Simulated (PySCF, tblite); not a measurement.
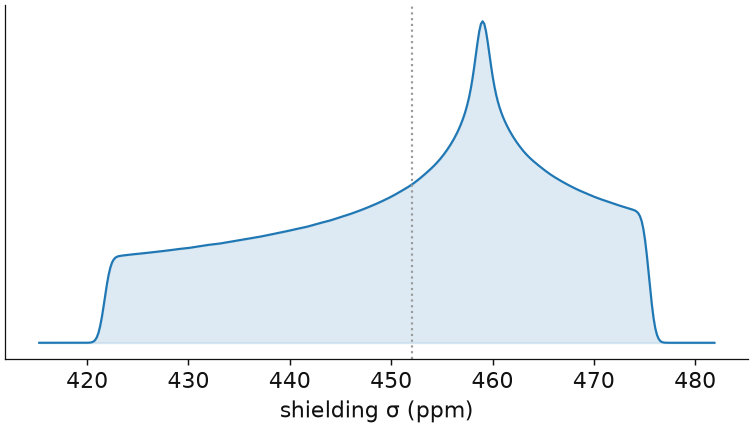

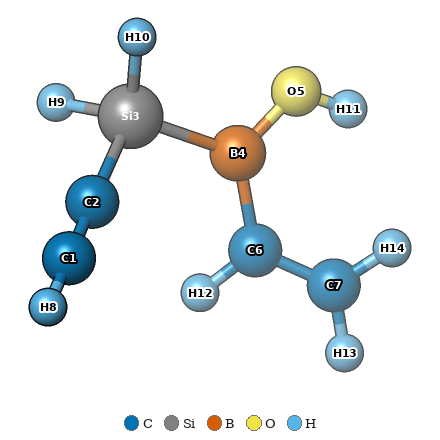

Static powder pattern (²⁹Si) from GIAO shielding tensors of C₄H₇BOSi, SMILES C#C[SiH2]B(O)C=C, PBE0/pcSseg-1 in PySCF, at a GFN2-xTB geometry (a minimum by its frequencies); absolute shielding, one fixed geometry of the isolated molecule without any motion, no dipolar terms. The dotted line is the isotropic value; skew is 3(σiso − σ22)/span.

The pattern belongs to Si3. Give the principal values, span and skew.

Si3: σ11, σ22, σ33 = 422, 459, 475 ppm, isotropic 452, span 54 ppm, skew −0.39.

Known limits of this run: the tight-binding geometry is rougher than a DFT one and adds to the error; one conformer of a flexible molecule.
